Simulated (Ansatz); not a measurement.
**How far to go with the plane-wave cutoff: CrNi₃ (P4mm, 4 atoms in the cell)**

```
CrNi3
1.0
    3.55519     0.00000     0.00000
    0.00000     3.55519     0.00000
    0.00000     0.00000     3.55519
Cr Ni
1 3
Cartesian
  0.00000   0.00000   0.05000
  0.00000   1.77760   1.77760
  1.77760   0.00000   1.77760
  1.77760   1.77760   0.00000
```
Moments meant for the start (each program seeds them in its own way; μB, in the order of the atoms Cr Ni Ni Ni): 3.0 0.0 0.0 0.0.

Method: PBEsol, default PAW files made with PBE (plane waves; Ansatz, a first-principles code).

Base settings: basis.ecutwfc = 420 eV; kpoints.mp_grid.grid = 5 5 5; hamiltonian.xc = pbesol; hamiltonian.pseudopotentials = {kind: paw} (the program's default PAW files); magnetization.spin_polarized = true; scf.occupations.method = gaussian; scf.occupations.width = 0.1 eV.

The second cell is the first with its lattice scaled by 0.98.

The mesh stays at the base's, so the ladder's end is converged at best in this setting alone.

The first pressure column holds Ansatz's estimate of the finite-basis (Pulay) stress, which hides part of the cutoff error; the other is without it.

Only quantities that move along the ladder and can be compared are tabulated.

The magnetic state is not the same in all runs (site moments differ, or a search went on to a lower state), so steps between rows are not convergence errors alone.

The count of work is k-points × plane waves × bands × iterations; it is no time. 

The starting cell comes from a database of computed structures (which also holds hypothetical and non-ambient phases and stackings), without a prior relaxation at this level. Its lattice was rescaled by up to half a per cent. One atom was moved a little off its site on purpose. With one magnetic atom in the cell only a parallel order is possible. In the base run, with a pressure of about -10 GPa the cell is away from its equilibrium volume at this level. Without a gap this mesh is coarse (it stands for a supercell whose shortest vector is 18 Å).

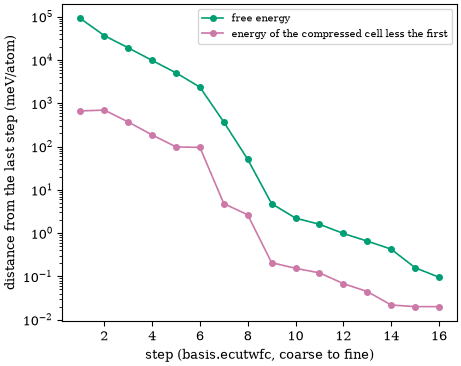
*Distance from the last step along the ladder; very small values are drawn at a floor.*

| basis.ecutwfc | free energy less the last step's (meV/atom) | energy of the compressed cell less the first (meV/atom) | pressure (GPa) | pressure without the Pulay estimate (GPa) | largest difference of a force vector from the last step's (eV/Å) | count of work / last |
|---|---|---|---|---|---|---|
| 145 eV | 91029.05 | 645.29 | 131.75 | -4495.84 | 5.857 | 0.055 |
| 170 eV | 36581.34 | -712.85 | -162.41 | -2107.34 | 0.343 | 0.077 |
| 190 eV | 19071.54 | -388.69 | -88.06 | -1192.26 | 1.353 | 0.077 |
| 210 eV | 9762.55 | 166.96 | -44.15 | -677.05 | 0.845 | 0.088 |
| 230 eV | 5040.38 | -116.21 | -9.05 | -393.00 | 0.513 | 0.098 |
| 250 eV | 2355.41 | 77.18 | 1.54 | -212.13 | 0.084 | 0.13 |
| 295 eV | 367.00 | -23.06 | -6.10 | -53.73 | 0.052 | 0.14 |
| 335 eV | 50.54 | -15.62 | -10.27 | -18.65 | 0.020 | 0.18 |
| 380 eV | 4.79 | -18.05 | -10.29 | -11.01 | 0.001 | 0.21 |
| 420 eV | 2.22 | -18.11 | -10.29 | -10.35 | 0.000 | 0.26 |
| 460 eV | 1.60 | -18.14 | -10.30 | -10.38 | 0.000 | 0.32 |
| 505 eV | 0.98 | -18.19 | -10.31 | -10.35 | 0.000 | 0.37 |
| 565 eV | 0.65 | -18.22 | -10.31 | -10.33 | 0.000 | 0.45 |
| 630 eV | 0.43 | -18.24 | -10.32 | -10.34 | 0.000 | 0.52 |
| 735 eV | 0.16 | -18.26 | -10.32 | -10.33 | 0.000 | 0.62 |
| 840 eV | 0.10 | -18.26 | -10.32 | -10.33 | 0.000 | 0.78 |
| 1010 eV | 0.00 | -18.26 | -10.32 | -10.33 | 0.000 | 1.0 |

Coarsest basis.ecutwfc that holds the pressure without the Pulay estimate within 0.1 GPa of the last step, with all finer ones: 420 eV, at 0.26 of the last step's count of work; the step before is off by 0.68 GPa.

Coarsest basis.ecutwfc that holds the free energy within 0.5 meV/atom of the last step, with all finer ones: 630 eV; the step before is off by 0.65 meV/atom.

Coarsest basis.ecutwfc that holds the energy of the compressed cell less the first within 2 meV/atom of the last step, with all finer ones: 380 eV, at 0.21 of the last step's count of work; the step before is off by 2.6 meV/atom.

The energy difference between the two cells stays within 1 meV/atom of the last step's from 380 eV on, the total only from 505 eV on: much of the error is common to both cells and cancels.

At the lowest cutoff the pressure without the Pulay estimate lies 4490 GPa under the last step's, the usual sign of Pulay stress in an incomplete plane-wave basis.

Keys are those of Ansatz 0.2.
